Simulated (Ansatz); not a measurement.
**Abstraction of H: CHF3S + C2H7BN → CSF3 + C2H8BN**

Species: CHF3S (trifluoromethanethiol) `FC(F)(F)S`, singlet; C2H7BN `B[N]CC`, doublet; CSF3 `FC(F)(F)[S]`, doublet; C2H8BN `BNCC`, singlet. A radical takes H: the energy is the difference in strength between the S–H bond broken and the N–H bond made.

Shapes, held fixed at every level: PBE0-D4/def2-TZVP. Flexible molecules stand in one conformer, not always the lowest. Programs: Ansatz 0.2.0. The zero-point and thermal change to 298 K, harmonic and unscaled (PBE0-D4/def2-TZVP), is +15.8 kJ/mol.

```json
{"level": "HF/def2-TZVPP", "kind": "Hartree–Fock", "ΔH(298 K) (kJ/mol)": "-70.6", "less CCSD(T)/CBS estimate": "-1.9", "CPU time (sum over the molecules)": "–"}
{"level": "SPW92/def2-TZVPP", "kind": "LDA", "ΔH(298 K) (kJ/mol)": "-35.0", "less CCSD(T)/CBS estimate": "+33.7", "CPU time (sum over the molecules)": "22 s"}
{"level": "PBE0-D4/def2-TZVPP", "kind": "global hybrid", "ΔH(298 K) (kJ/mol)": "-53.7", "less CCSD(T)/CBS estimate": "+15.0", "CPU time (sum over the molecules)": "55 s"}
{"level": "wB97X-V/def2-TZVPP", "kind": "range-separated hybrid", "ΔH(298 K) (kJ/mol)": "-61.1", "less CCSD(T)/CBS estimate": "+7.6", "CPU time (sum over the molecules)": "2.4 min"}
{"level": "B2PLYP/def2-TZVPP", "kind": "double hybrid", "ΔH(298 K) (kJ/mol)": "-63.9", "less CCSD(T)/CBS estimate": "+4.8", "CPU time (sum over the molecules)": "79 s"}
{"level": "CCSD/def2-TZVPP", "kind": "coupled cluster or CI", "ΔH(298 K) (kJ/mol)": "-73.0", "less CCSD(T)/CBS estimate": "-4.3", "CPU time (sum over the molecules)": "–"}
{"level": "CCSD(T)/CBS estimate", "kind": "coupled cluster or CI", "ΔH(298 K) (kJ/mol)": "-68.7", "less CCSD(T)/CBS estimate": "0.0", "CPU time (sum over the molecules)": "53 min"}
```

The highest level, CCSD(T)/CBS estimate, gives ΔH(298 K) = -68.7 kJ/mol; the levels span -73.0 to -35.0. The column of differences is taken from that level and isn't an error. No measured value is set beside it here. Open shells run unrestricted. The CBS estimate extrapolates MP2 from def2-TZVPP and def2-QZVPP and adds CCSD(T) − MP2 in the triple-zeta set, cores frozen. Times are processor times on shared x86 and Arm servers, and rough.

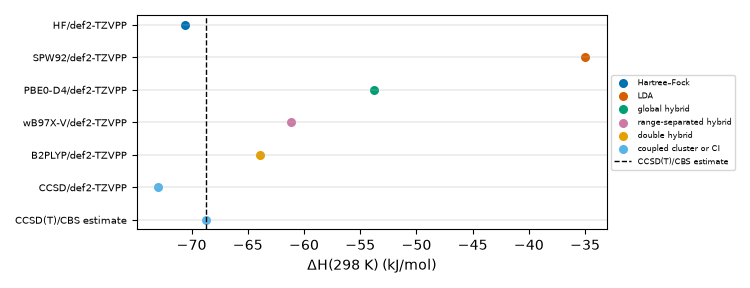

The values of the table, level by level.
